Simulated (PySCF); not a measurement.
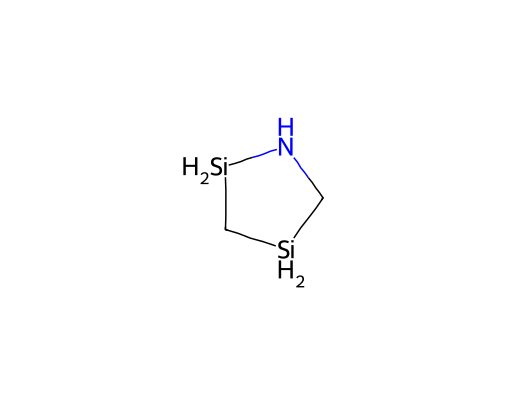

A structural formula.

Give its SMILES.

Answer. C1N[SiH2]C[SiH2]1

What is the molecular formula?

Answer. C2H9NSi2.

An optimisation with PBE0-D3(BJ)/def2-SVP gave a structure of which point group?

Answer. C1.

More results for the same structure follow; atom numbers are the same in all pictures, views and colours differ. Computed geometry: PBE0-D3(BJ)/def2-SVP optimisation. No frequency run is at hand to confirm it as a minimum.

**Levels of theory compared**

No frequency run is at hand to confirm it as a minimum. Program: PySCF 2.14.0.

At this fixed geometry, give dipole (D), HOMO energy (eV) at these levels: B3LYP/def2-SVPD; BHandHLYP/def2-SVPD; CAM-B3LYP/def2-SVPD; HF/def2-SVPD; LC-wPBE/def2-SVPD; LDA/def2-SVPD; PBE/def2-SVPD; PBE0/6-31G*; PBE0/def2-SVPD; ωB97X-D/def2-SVPD.

```json
{"level": "B3LYP/def2-SVPD", "dipole (D)": "0.59", "HOMO energy (eV)": "−6.48"}
{"level": "BHandHLYP/def2-SVPD", "dipole (D)": "0.57", "HOMO energy (eV)": "−7.96"}
{"level": "CAM-B3LYP/def2-SVPD", "dipole (D)": "0.58", "HOMO energy (eV)": "−8.07"}
{"level": "HF/def2-SVPD", "dipole (D)": "0.57", "HOMO energy (eV)": "−9.99"}
{"level": "LC-wPBE/def2-SVPD", "dipole (D)": "0.60", "HOMO energy (eV)": "−9.41"}
{"level": "LDA/def2-SVPD", "dipole (D)": "0.63", "HOMO energy (eV)": "−5.46"}
{"level": "PBE/def2-SVPD", "dipole (D)": "0.63", "HOMO energy (eV)": "−5.37"}
{"level": "PBE0/6-31G*", "dipole (D)": "0.63", "HOMO energy (eV)": "−6.40"}
{"level": "PBE0/def2-SVPD", "dipole (D)": "0.60", "HOMO energy (eV)": "−6.69"}
{"level": "ωB97X-D/def2-SVPD", "dipole (D)": "0.60", "HOMO energy (eV)": "−8.57"}
```

**Excitation**

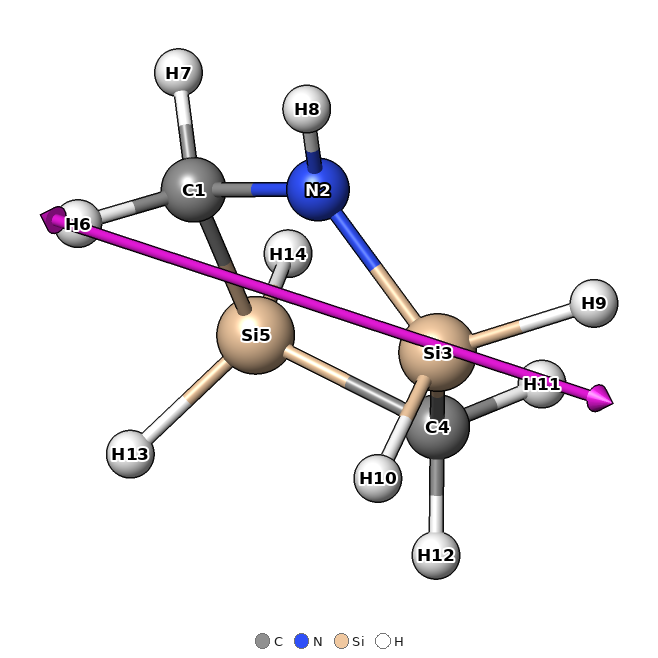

The double arrow shows the direction of the transition dipole to excited singlet state 9 (its length means nothing). No frequency run is at hand to confirm it as a minimum. Properties computed with TDDFT LC-wPBE/def2-SVPD, vertical, gas phase, core orbitals frozen in the response (PySCF 2.14.0).

Where does the transition lie, and how strong is it?

Answer. 8.52 eV (146 nm), oscillator strength 0.050, of mixed character, with the largest part HOMO−1 → LUMO+1 (weight 0.50); transition dipole 1.24 D.

**Core levels**

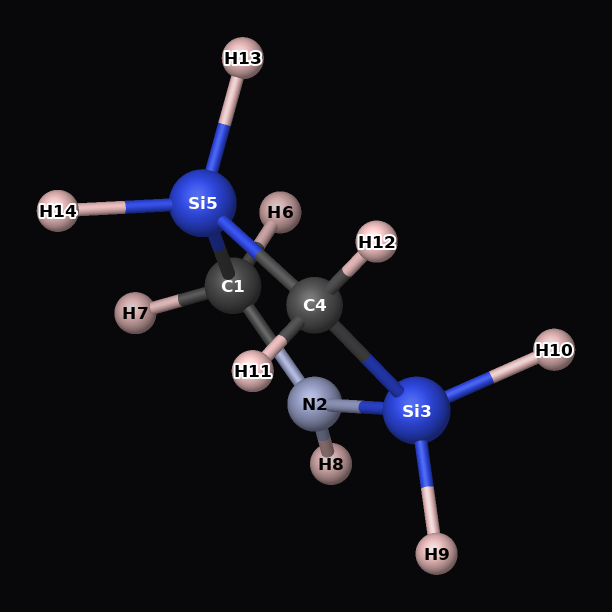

No frequency run is at hand to confirm it as a minimum. Properties computed with delta-SCF UKS B3LYP, pcX-2 on the ionised atom, pcseg-1 elsewhere, spin-free X2C (PySCF 2.14.0).

Give the core-electron binding energies (to vacuum; p and d levels without spin–orbit splitting) of C1 1s, N2 1s, Si3 1s, Si3 2p, C4 1s, Si5 1s, Si5 2p.

| atom | level | binding energy (eV) |
| --- | --- | --- |
| C1 | 1s | 290.9 |
| N2 | 1s | 404.1 |
| Si3 | 1s | 1845.1 |
| Si3 | 2p | 106.7 |
| C4 | 1s | 289.7 |
| Si5 | 1s | 1844.8 |
| Si5 | 2p | 106.6 |
